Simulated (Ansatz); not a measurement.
# CH₇BFPSi: one species, many methods, part 1 of 2

Aim: compute CH₇BFPSi with functionals from several rungs and with coupled cluster. The yardstick is the atomisation energy at the CCSD(T) limit.

Program: Ansatz 0.2.0, Gaussian basis. Level of theory: functionals in def2-TZVPP, the program's frozen cores in correlated methods. These are calculated values, not measurements.

The runs, in order: LDA (SPW92), PBE-D4, revPBE-D4, BLYP-D4, r2SCAN-D4, B97M-V, PBE0-D4, B3LYP-D4, r2SCANh-D4, r2SCAN0-D4, HSE06-D4, BHLYP-D4, CAM-B3LYP-D4, LC-ωPBE, ωB97X-V, ωB97M-V, B2PLYP, PBE-QIDH; CCSD(T)/def2-SVP; CCSD(T)/def2-TZVPP; MP2/def2-QZVPP; extrapolation to the limit; RPA on PBE.

## (1) The relaxed structure

The geometry comes from an earlier relaxation with PBE0-D4 in a triple-zeta def2 set; it is a stationary point, not always the lowest conformer.

SMILES `BP[SiH](C)F`, 12 atoms, charge 0, spin multiplicity 1.

Atoms are counted from 1 here; the program's logs count them from 0.

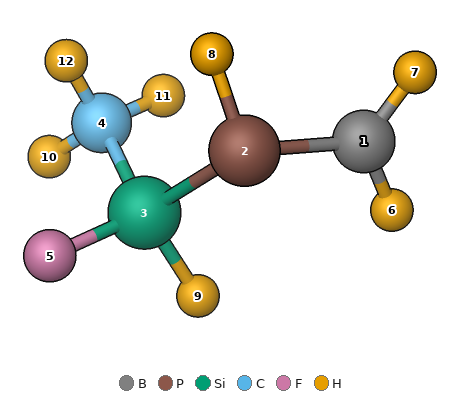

The structure; boron grey, phosphorus brown, silicon teal, carbon blue, fluorine pink, hydrogen amber; atoms are numbered from 1 in the order of the file.

## (2) LDA

This LDA is Slater exchange with PW92 correlation.

File in.yaml:

```yaml
crystal:
  periodic: [false, false, false]
  atoms:
    - {symbol: B, position_ang: [-1.023367, 1.654369, 1.345847]}
    - {symbol: P, position_ang: [0.620869, 0.818192, 1.373953]}
    - {symbol: Si, position_ang: [0.889380, 0.032644, -0.693457]}
    - {symbol: C, position_ang: [-0.056977, -1.522962, -1.041549]}
    - {symbol: F, position_ang: [2.445147, -0.286385, -0.921120]}
    - {symbol: H, position_ang: [-1.270080, 2.389981, 0.437961]}
    - {symbol: H, position_ang: [-1.767349, 1.558699, 2.273288]}
    - {symbol: H, position_ang: [0.480821, -0.321756, 2.195966]}
    - {symbol: H, position_ang: [0.521292, 1.150781, -1.595256]}
    - {symbol: H, position_ang: [0.169322, -1.890541, -2.045754]}
    - {symbol: H, position_ang: [-1.130635, -1.332990, -0.972749]}
    - {symbol: H, position_ang: [0.198576, -2.305135, -0.323233]}
basis:
  gaussian: {orbitals: def2-TZVPP}
hamiltonian: {xc: lda}
output: {orbitals: {seedname: orbitals}}
```

Launch:

```console
> ansatz run in.yaml --threads 4 --pin off --events-out ev --progress --plain --max-ram 10444MiB
```

The log of the run, cut to the lines that bear on the results:

```text
Functional definition: SPW92
  name "SPW92"
  cite "Dirac, Proc. Camb. Phil. Soc. 26, 376 (1930) doi:10.1017/S0305004100016108"
  cite "Slater, Phys. Rev. 81, 385 (1951) doi:10.1103/PhysRev.81.385"
  cite "Perdew & Wang, Phys. Rev. B 45, 13244 (1992) doi:10.1103/PhysRevB.45.13244"
[...]
1493 factors; their error is unknown
[...]
mean field -21612.78696003 eV, -794.2552711079 hartree, gradient 4.3e-5 eV, S^2 0.000000; 0 other end points of the search recorded, 0 dependent functions left out
reference -21612.78700597 eV, -794.2552727962 hartree; 28, 28 occupied and 247, 247 virtual orbitals, 1493 factors
Total energy: -21612.78700597 eV, -794.2552727962 hartree
```

Wall time 1.4 s (4 threads of Arm Neoverse V2, shared host); peak memory 0.38 GiB.

With the free atoms at this level, -21563.861 eV in sum, the atomisation energy is 1128.3 kcal/mol. HOMO -6.67 eV, LUMO -2.94 eV.

## (3) PBE-D4 (GGA)

Changes to in.yaml since step 2:

```diff
@@ -17,3 +17,3 @@
   gaussian: {orbitals: def2-TZVPP}
-hamiltonian: {xc: lda}
-output: {orbitals: {seedname: orbitals}}
+hamiltonian: {xc: pbe, dispersion: d4}
+output: {forces: true, orbitals: {seedname: orbitals}}
```

Same command.

The log of the run, cut to the lines that bear on the results:

```text
Functional definition: PBE
  name "PBE"
  cite "Perdew, Burke & Ernzerhof, Phys. Rev. Lett. 77, 3865 (1996) doi:10.1103/PhysRevLett.77.3865"
  parent pbe
[...]
1493 factors; their error is unknown
[...]
mean field -21701.08370024 eV, -797.5001164609 hartree, gradient 2.3e-5 eV, S^2 0.000000; 0 other end points of the search recorded, 0 dependent functions left out
[...]
Atom 8 at     0.521292     1.150781    -1.595256 Å, force    -0.054109     0.136559    -0.094738 eV/Å
Atom 9 at     0.169322    -1.890541    -2.045754 Å, force     0.043635    -0.070059    -0.189491 eV/Å
Atom 10 at    -1.130635    -1.332990    -0.972749 Å, force    -0.201917     0.027239     0.013872 eV/Å
Atom 11 at     0.198576    -2.305135    -0.323233 Å, force     0.040158    -0.152436     0.132444 eV/Å
Dipole moment:    -0.230428    -0.296692    -0.067118 e Å
```

Run time: 3.2 s. Hardware: 4 threads of Arm Neoverse V2, shared host; peak memory 0.39 GiB.

With the free atoms at this level, -21657.498 eV in sum, the atomisation energy is 1011.5 kcal/mol. HOMO -6.53 eV, LUMO -2.70 eV.

## (4) revPBE-D4 (GGA)

Changes to in.yaml since step 3:

```diff
@@ -17,3 +17,3 @@
   gaussian: {orbitals: def2-TZVPP}
-hamiltonian: {xc: pbe, dispersion: d4}
-output: {forces: true, orbitals: {seedname: orbitals}}
+hamiltonian: {xc: {name: revPBE}, dispersion: d4}
+output: {orbitals: {seedname: orbitals}}
```

Same command.

The log of the run, cut to the lines that bear on the results:

```text
Functional definition: revPBE
  name "revPBE"
  cite "Zhang & Yang, Phys. Rev. Lett. 80, 890 (1998) doi:10.1103/PhysRevLett.80.890"
  cite "Perdew, Burke & Ernzerhof, Phys. Rev. Lett. 77, 3865 (1996) doi:10.1103/PhysRevLett.77.3865"
[...]
1493 factors; their error is unknown
[...]
mean field -21710.05623036 eV, -797.8298508611 hartree, gradient 3.8e-5 eV, S^2 0.000000; 0 other end points of the search recorded, 0 dependent functions left out
reference -21710.05629205 eV, -797.8298531280 hartree; 28, 28 occupied and 247, 247 virtual orbitals, 1493 factors
Total energy: -21710.83712770 eV, -797.8585483088 hartree
```

Run time: 2.7 s. Hardware: 4 threads of Arm Neoverse V2, shared host; peak memory 0.39 GiB.

With the free atoms at this level, -21667.841 eV in sum, the atomisation energy is 991.5 kcal/mol. HOMO -6.48 eV, LUMO -2.60 eV.

## (5) BLYP-D4 (GGA)

Changes to in.yaml since step 4:

```diff
@@ -17,3 +17,3 @@
   gaussian: {orbitals: def2-TZVPP}
-hamiltonian: {xc: {name: revPBE}, dispersion: d4}
+hamiltonian: {xc: {name: BLYP}, dispersion: d4}
 output: {orbitals: {seedname: orbitals}}
```

The command is unchanged.

The log of the run, cut to the lines that bear on the results:

```text
Functional definition: BLYP
  name "BLYP"
  cite "Becke, Phys. Rev. A 38, 3098 (1988) doi:10.1103/PhysRevA.38.3098"
  cite "Lee, Yang & Parr, Phys. Rev. B 37, 785 (1988) doi:10.1103/PhysRevB.37.785"
[...]
1493 factors; their error is unknown
[...]
mean field -21713.40837380 eV, -797.9530398605 hartree, gradient 4.0e-5 eV, S^2 0.000000; 0 other end points of the search recorded, 0 dependent functions left out
reference -21713.40878547 eV, -797.9530549889 hartree; 28, 28 occupied and 247, 247 virtual orbitals, 1493 factors
Total energy: -21714.00761119 eV, -797.9750614282 hartree
```

Run time: 2.8 s. Hardware: 4 threads of Arm Neoverse V2, shared host; peak memory 0.39 GiB.

With the free atoms at this level, -21670.689 eV in sum, the atomisation energy is 998.9 kcal/mol. HOMO -6.34 eV, LUMO -2.52 eV.

## (6) r2SCAN-D4 (meta-GGA)

Changes to in.yaml since step 5:

```diff
@@ -17,3 +17,3 @@
   gaussian: {orbitals: def2-TZVPP}
-hamiltonian: {xc: {name: BLYP}, dispersion: d4}
-output: {orbitals: {seedname: orbitals}}
+hamiltonian: {xc: r2scan, dispersion: d4}
+output: {forces: true, orbitals: {seedname: orbitals}}
```

Launched as before.

The log of the run, cut to the lines that bear on the results:

```text
Functional definition: r2SCAN
  name "r2SCAN"
  cite "Furness, Kaplan, Ning, Perdew & Sun, J. Phys. Chem. Lett. 11, 8208 (2020) doi:10.1021/acs.jpclett.0c02405"
  cite "Furness, Kaplan, Ning, Perdew & Sun, J. Phys. Chem. Lett. 11, 9248 (2020) doi:10.1021/acs.jpclett.0c03077"
  parent r2scan
[...]
1493 factors; their error is unknown
[...]
Atom 8 at     0.521292     1.150781    -1.595256 Å, force     0.000127    -0.021427     0.016042 eV/Å
Atom 9 at     0.169322    -1.890541    -2.045754 Å, force    -0.007391    -0.000525     0.020281 eV/Å
Atom 10 at    -1.130635    -1.332990    -0.972749 Å, force     0.019107    -0.026084    -0.004947 eV/Å
Atom 11 at     0.198576    -2.305135    -0.323233 Å, force    -0.012870     0.007050    -0.019710 eV/Å
Dipole moment:    -0.260357    -0.290845    -0.063205 e Å
```

It took 5.5 s on 4 threads of Arm Neoverse V2, shared host; peak memory 0.42 GiB.

Atomisation energy: 1006.9 kcal/mol (free atoms -21667.773 eV, run apart). HOMO -6.73 eV, LUMO -2.42 eV.

## (7) B97M-V (meta-GGA)

Changes to in.yaml since step 6:

```diff
@@ -17,3 +17,3 @@
   gaussian: {orbitals: def2-TZVPP}
-hamiltonian: {xc: r2scan, dispersion: d4}
-output: {forces: true, orbitals: {seedname: orbitals}}
+hamiltonian: {xc: {name: B97M-V}}
+output: {orbitals: {seedname: orbitals}}
```

Same command.

The log of the run, cut to the lines that bear on the results:

```text
Functional definition: B97M-V
  name "B97M-V"
  cite "Mardirossian & Head-Gordon, J. Chem. Phys. 142, 074111 (2015) doi:10.1063/1.4907719"
  cite "Becke, J. Chem. Phys. 107, 8554 (1997) doi:10.1063/1.475007"
  cite "Vydrov & Van Voorhis, J. Chem. Phys. 133, 244103 (2010) doi:10.1063/1.3521275"
  # Of w^i u^j: cxij and so on, Table III.
[...]
  gx(w, u) = cx00 + cx01*u + cx02*u^2 + (cx10 + cx11*u)*w
[...]
  gos(w, u) = cos00 + cos01*u + cos03*u^3 + cos10*w + cos32*w^3*u^2
[...]
      + integral(e_c_pw_mod_opposite_spin*gos(b97_w_opposite, b97_u_opposite)) + vv10(b, c)
1493 factors; their error is unknown
[...]
mean field -21710.17456941 eV, -797.8341997410 hartree, gradient 4.2e-5 eV, S^2 0.000000; 0 other end points of the search recorded, 0 dependent functions left out
reference -21710.17464117 eV, -797.8342023780 hartree; 28, 28 occupied and 247, 247 virtual orbitals, 1493 factors
Total energy: -21710.17464117 eV, -797.8342023780 hartree
```

Wall time 11 s (4 threads of Arm Neoverse V2, shared host); peak memory 0.48 GiB.

Atomisation energy: 1012.4 kcal/mol (free atoms -21666.271 eV, run apart). HOMO -6.83 eV, LUMO -2.48 eV.

## (8) PBE0-D4 (hybrid)

Changes to in.yaml since step 7:

```diff
@@ -17,3 +17,3 @@
   gaussian: {orbitals: def2-TZVPP}
-hamiltonian: {xc: {name: B97M-V}}
+hamiltonian: {xc: pbe0, dispersion: d4}
 output: {orbitals: {seedname: orbitals}}
```

Launched as before.

The log of the run, cut to the lines that bear on the results:

```text
Functional definition: PBE0
  name "PBE0"
  cite "Adamo & Barone, J. Chem. Phys. 110, 6158 (1999) doi:10.1063/1.478522"
  cite "Perdew, Burke & Ernzerhof, Phys. Rev. Lett. 77, 3865 (1996) doi:10.1103/PhysRevLett.77.3865"
  parent pbe
[...]
1509 factors; their error is unknown
[...]
mean field -21703.19804587 eV, -797.5778172298 hartree, gradient 6.6e-5 eV, S^2 0.000000; 0 other end points of the search recorded, 0 dependent functions left out
reference -21703.19808234 eV, -797.5778185701 hartree; 28, 28 occupied and 247, 247 virtual orbitals, 1509 factors
Total energy: -21703.43435685 eV, -797.5865014980 hartree
```

Wall time 4.3 s (4 threads of Arm Neoverse V2, shared host); peak memory 0.75 GiB.

Atomisation energy: 1000.8 kcal/mol (free atoms -21660.035 eV, run apart). HOMO -7.54 eV, LUMO -1.80 eV.

## (9) B3LYP-D4 (hybrid)

B3LYP here takes the VWN-RPA correlation.

Changes to in.yaml since step 8:

```diff
@@ -17,3 +17,3 @@
   gaussian: {orbitals: def2-TZVPP}
-hamiltonian: {xc: pbe0, dispersion: d4}
-output: {orbitals: {seedname: orbitals}}
+hamiltonian: {xc: {name: B3LYP}, dispersion: d4}
+output: {forces: true, orbitals: {seedname: orbitals}}
```

The command is unchanged.

The log of the run, cut to the lines that bear on the results:

```text
Functional definition: B3LYP
  name "B3LYP"
  cite "Stephens, Devlin, Chabalowski & Frisch, J. Phys. Chem. 98, 11623 (1994) doi:10.1021/j100096a001"
  cite "Becke, Phys. Rev. A 38, 3098 (1988) doi:10.1103/PhysRevA.38.3098"
  cite "Lee, Yang & Parr, Phys. Rev. B 37, 785 (1988) doi:10.1103/PhysRevB.37.785"
  cite "Vosko, Wilk & Nusair, Can. J. Phys. 58, 1200 (1980) doi:10.1139/p80-159"
[...]
1506 factors; their error is unknown
[...]
Atom 8 at     0.521292     1.150781    -1.595256 Å, force     0.024120    -0.075221     0.044877 eV/Å
Atom 9 at     0.169322    -1.890541    -2.045754 Å, force    -0.024550    -0.000268     0.049757 eV/Å
Atom 10 at    -1.130635    -1.332990    -0.972749 Å, force     0.049219    -0.029498    -0.008344 eV/Å
Atom 11 at     0.198576    -2.305135    -0.323233 Å, force    -0.023083     0.028038    -0.042374 eV/Å
Dipole moment:    -0.266492    -0.270655    -0.058891 e Å
```

It took 6.5 s on 4 threads of Arm Neoverse V2, shared host; peak memory 0.85 GiB.

With the free atoms at this level, -21673.360 eV in sum, the atomisation energy is 1004.8 kcal/mol. HOMO -7.31 eV, LUMO -1.98 eV.

## (10) r2SCANh-D4 (hybrid)

Changes to in.yaml since step 9:

```diff
@@ -17,3 +17,3 @@
   gaussian: {orbitals: def2-TZVPP}
-hamiltonian: {xc: {name: B3LYP}, dispersion: d4}
-output: {forces: true, orbitals: {seedname: orbitals}}
+hamiltonian: {xc: {name: r2SCANh}, dispersion: d4}
+output: {orbitals: {seedname: orbitals}}
```

The command is unchanged.

The log of the run, cut to the lines that bear on the results:

```text
Functional definition: r2SCANh
  name "r2SCANh"
  cite "Bursch, Neugebauer, Ehlert & Grimme, J. Chem. Phys. 156, 134105 (2022) doi:10.1063/5.0086040"
  cite "Furness, Kaplan, Ning, Perdew & Sun, J. Phys. Chem. Lett. 11, 8208 (2020) doi:10.1021/acs.jpclett.0c02405"
  cite "Furness, Kaplan, Ning, Perdew & Sun, J. Phys. Chem. Lett. 11, 9248 (2020) doi:10.1021/acs.jpclett.0c03077"
  parent r2scan
[...]
1493 factors; their error is unknown
[...]
mean field -21711.08940845 eV, -797.8678194556 hartree, gradient 6.0e-5 eV, S^2 0.000000; 0 other end points of the search recorded, 0 dependent functions left out
reference -21711.08942180 eV, -797.8678199461 hartree; 28, 28 occupied and 247, 247 virtual orbitals, 1493 factors
Total energy: -21711.16311081 eV, -797.8705279674 hartree
```

Run time: 7 s. Hardware: 4 threads of Arm Neoverse V2, shared host; peak memory 0.77 GiB.

With the free atoms at this level, -21667.702 eV in sum, the atomisation energy is 1002.2 kcal/mol. HOMO -7.11 eV, LUMO -2.11 eV.

## (11) r2SCAN0-D4 (hybrid)

Changes to in.yaml since step 10:

```diff
@@ -17,3 +17,3 @@
   gaussian: {orbitals: def2-TZVPP}
-hamiltonian: {xc: {name: r2SCANh}, dispersion: d4}
+hamiltonian: {xc: {name: r2SCAN0}, dispersion: d4}
 output: {orbitals: {seedname: orbitals}}
```

Launched as before.

The log of the run, cut to the lines that bear on the results:

```text
Functional definition: r2SCAN0
  name "r2SCAN0"
  cite "Bursch, Neugebauer, Ehlert & Grimme, J. Chem. Phys. 156, 134105 (2022) doi:10.1063/5.0086040"
  cite "Furness, Kaplan, Ning, Perdew & Sun, J. Phys. Chem. Lett. 11, 8208 (2020) doi:10.1021/acs.jpclett.0c02405"
  cite "Furness, Kaplan, Ning, Perdew & Sun, J. Phys. Chem. Lett. 11, 9248 (2020) doi:10.1021/acs.jpclett.0c03077"
  parent r2scan
[...]
1509 factors; their error is unknown
[...]
mean field -21710.70156181 eV, -797.8535663546 hartree, gradient 1.5e-5 eV, S^2 0.000000; 0 other end points of the search recorded, 0 dependent functions left out
reference -21710.70157336 eV, -797.8535667790 hartree; 28, 28 occupied and 247, 247 virtual orbitals, 1509 factors
Total energy: -21710.78319307 eV, -797.8565662481 hartree
```

It took 6.5 s on 4 threads of Arm Neoverse V2, shared host; peak memory 0.78 GiB.

With the free atoms at this level, -21667.608 eV in sum, the atomisation energy is 995.6 kcal/mol. HOMO -7.67 eV, LUMO -1.64 eV.

## (12) HSE06-D4 (hybrid)

HSE06 is the plane-wave form, built on full-range PBE exchange.

Changes to in.yaml since step 11:

```diff
@@ -17,3 +17,3 @@
   gaussian: {orbitals: def2-TZVPP}
-hamiltonian: {xc: {name: r2SCAN0}, dispersion: d4}
+hamiltonian: {xc: hse06, dispersion: d4}
 output: {orbitals: {seedname: orbitals}}
```

The command is unchanged.

The log of the run, cut to the lines that bear on the results:

```text
Functional definition: HSE06
  name "HSE06"
  cite "Heyd, Scuseria & Ernzerhof, J. Chem. Phys. 118, 8207 (2003) doi:10.1063/1.1564060"
  cite "Krukau, Vydrov, Izmaylov & Scuseria, J. Chem. Phys. 125, 224106 (2006) doi:10.1063/1.2404663"
  cite "Heyd & Scuseria, J. Chem. Phys. 120, 7274 (2004) doi:10.1063/1.1668634"
  cite "Ernzerhof & Perdew, J. Chem. Phys. 109, 3313 (1998) doi:10.1063/1.476928"
[...]
1509 factors; their error is unknown
128 factors; integrals over basis functions are off by at most 3.9e-7 eV
[...]
mean field -21702.58566810 eV, -797.5553127618 hartree, gradient 2.5e-5 eV, S^2 0.000000; 0 other end points of the search recorded, 0 dependent functions left out
reference -21702.58571670 eV, -797.5553145478 hartree; 28, 28 occupied and 247, 247 virtual orbitals, 1509 factors
Total energy: -21702.80735818 eV, -797.5634597220 hartree
```

Wall time 5.5 s (4 threads of Arm Neoverse V2, shared host); peak memory 0.79 GiB.

Atomisation energy: 1001.3 kcal/mol (free atoms -21659.387 eV, run apart). HOMO -7.14 eV, LUMO -2.18 eV.

## (13) BHLYP-D4 (hybrid)

Changes to in.yaml since step 12:

```diff
@@ -17,3 +17,3 @@
   gaussian: {orbitals: def2-TZVPP}
-hamiltonian: {xc: hse06, dispersion: d4}
+hamiltonian: {xc: {name: BHLYP}, dispersion: d4}
 output: {orbitals: {seedname: orbitals}}
```

The command is unchanged.

The log of the run, cut to the lines that bear on the results:

```text
Functional definition: BHLYP
  name "BHLYP"
  cite "Becke, J. Chem. Phys. 98, 1372 (1993) doi:10.1063/1.464304"
  cite "Becke, Phys. Rev. A 38, 3098 (1988) doi:10.1103/PhysRevA.38.3098"
  cite "Lee, Yang & Parr, Phys. Rev. B 37, 785 (1988) doi:10.1103/PhysRevB.37.785"
[...]
1640 factors; their error is unknown
[...]
mean field -21713.02598124 eV, -797.9389871930 hartree, gradient 7.9e-5 eV, S^2 0.000000; 0 other end points of the search recorded, 0 dependent functions left out
reference -21713.02618621 eV, -797.9389947255 hartree; 28, 28 occupied and 247, 247 virtual orbitals, 1640 factors
Total energy: -21713.38425945 eV, -797.9521536742 hartree
```

Run time: 4.1 s. Hardware: 4 threads of Arm Neoverse V2, shared host; peak memory 0.77 GiB.

Atomisation energy: 985.7 kcal/mol (free atoms -21670.642 eV, run apart). HOMO -8.38 eV, LUMO -0.80 eV.

## (14) CAM-B3LYP-D4 (range-separated)

Changes to in.yaml since step 13:

```diff
@@ -17,3 +17,3 @@
   gaussian: {orbitals: def2-TZVPP}
-hamiltonian: {xc: {name: BHLYP}, dispersion: d4}
+hamiltonian: {xc: {name: CAM-B3LYP}, dispersion: d4}
 output: {orbitals: {seedname: orbitals}}
```

The command is unchanged.

The log of the run, cut to the lines that bear on the results:

```text
Functional definition: CAM-B3LYP
  name "CAM-B3LYP"
  cite "Yanai, Tew & Handy, Chem. Phys. Lett. 393, 51 (2004) doi:10.1016/j.cplett.2004.06.011"
  cite "Iikura, Tsuneda, Yanai & Hirao, J. Chem. Phys. 115, 3540 (2001) doi:10.1063/1.1383587"
  cite "Becke, Phys. Rev. A 38, 3098 (1988) doi:10.1103/PhysRevA.38.3098"
  cite "Lee, Yang & Parr, Phys. Rev. B 37, 785 (1988) doi:10.1103/PhysRevB.37.785"
[...]
  # Exact exchange under (alpha + beta erf(omega r))/r, Becke's under what is left of 1/r.
[...]
1506 factors; their error is unknown
379 factors; integrals over basis functions are off by at most 1.7e-5 eV
[...]
mean field -21713.62866674 eV, -797.9611354764 hartree, gradient 2.6e-5 eV, S^2 0.000000; 0 other end points of the search recorded, 0 dependent functions left out
reference -21713.62881525 eV, -797.9611409343 hartree; 28, 28 occupied and 247, 247 virtual orbitals, 1506 factors
Total energy: -21713.87102362 eV, -797.9700419277 hartree
```

It took 4.6 s on 4 threads of Arm Neoverse V2, shared host; peak memory 0.85 GiB.

Atomisation energy: 1008.1 kcal/mol (free atoms -21670.156 eV, run apart). HOMO -8.74 eV, LUMO -0.72 eV.

## (15) LC-ωPBE (range-separated)

Changes to in.yaml since step 14:

```diff
@@ -17,3 +17,3 @@
   gaussian: {orbitals: def2-TZVPP}
-hamiltonian: {xc: {name: CAM-B3LYP}, dispersion: d4}
+hamiltonian: {xc: {name: LC-wPBE}}
 output: {orbitals: {seedname: orbitals}}
```

The command is unchanged.

The log of the run, cut to the lines that bear on the results:

```text
Functional definition: LC-wPBE
  name "LC-wPBE"
  cite "Vydrov & Scuseria, J. Chem. Phys. 125, 234109 (2006) doi:10.1063/1.2409292"
  cite "Heyd & Scuseria, J. Chem. Phys. 120, 7274 (2004) doi:10.1063/1.1668634"
  cite "Ernzerhof & Perdew, J. Chem. Phys. 109, 3313 (1998) doi:10.1063/1.476928"
  cite "Perdew, Burke & Ernzerhof, Phys. Rev. Lett. 77, 3865 (1996) doi:10.1103/PhysRevLett.77.3865"
  parent pbe
[...]
1493 factors; their error is unknown
491 factors; integrals over basis functions are off by at most 3.0e-5 eV
[...]
mean field -21707.05048399 eV, -797.7193917193 hartree, gradient 4.7e-5 eV, S^2 0.000000; 0 other end points of the search recorded, 0 dependent functions left out
reference -21707.05048400 eV, -797.7193917196 hartree; 28, 28 occupied and 247, 247 virtual orbitals, 1493 factors
Total energy: -21707.05048400 eV, -797.7193917196 hartree
```

It took 3 s on 4 threads of Arm Neoverse V2, shared host; peak memory 0.57 GiB.

Atomisation energy: 995.1 kcal/mol (free atoms -21663.898 eV, run apart). HOMO -10.06 eV, LUMO 0.38 eV.

## (16) ωB97X-V (range-separated)

Changes to in.yaml since step 15:

```diff
@@ -17,3 +17,3 @@
   gaussian: {orbitals: def2-TZVPP}
-hamiltonian: {xc: {name: LC-wPBE}}
+hamiltonian: {xc: {name: wB97X-V}}
 output: {orbitals: {seedname: orbitals}}
```

The command is unchanged.

The log of the run, cut to the lines that bear on the results:

```text
Functional definition: wB97X-V
  name "wB97X-V"
  cite "Mardirossian & Head-Gordon, Phys. Chem. Chem. Phys. 16, 9904 (2014) doi:10.1039/C3CP54374A"
  cite "Becke, J. Chem. Phys. 107, 8554 (1997) doi:10.1063/1.475007"
  cite "Vydrov & Van Voorhis, J. Chem. Phys. 133, 244103 (2010) doi:10.1063/1.3521275"
[...]
      + integral(e_c_pw_opposite_spin*poly(b97_u_opposite, cos0, cos1)) + vv10(b, c)
1501 factors; their error is unknown
356 factors; integrals over basis functions are off by at most 1.2e-5 eV
[...]
mean field -21711.02387475 eV, -797.8654111365 hartree, gradient 1.7e-5 eV, S^2 0.000000; 0 other end points of the search recorded, 0 dependent functions left out
reference -21711.02387236 eV, -797.8654110488 hartree; 28, 28 occupied and 247, 247 virtual orbitals, 1501 factors
Total energy: -21711.02387236 eV, -797.8654110488 hartree
```

Wall time 9.5 s (4 threads of Arm Neoverse V2, shared host); peak memory 0.92 GiB.

With the free atoms at this level, -21667.241 eV in sum, the atomisation energy is 1009.6 kcal/mol. HOMO -9.73 eV, LUMO 0.31 eV.

(Continued in part 2 of 2.)
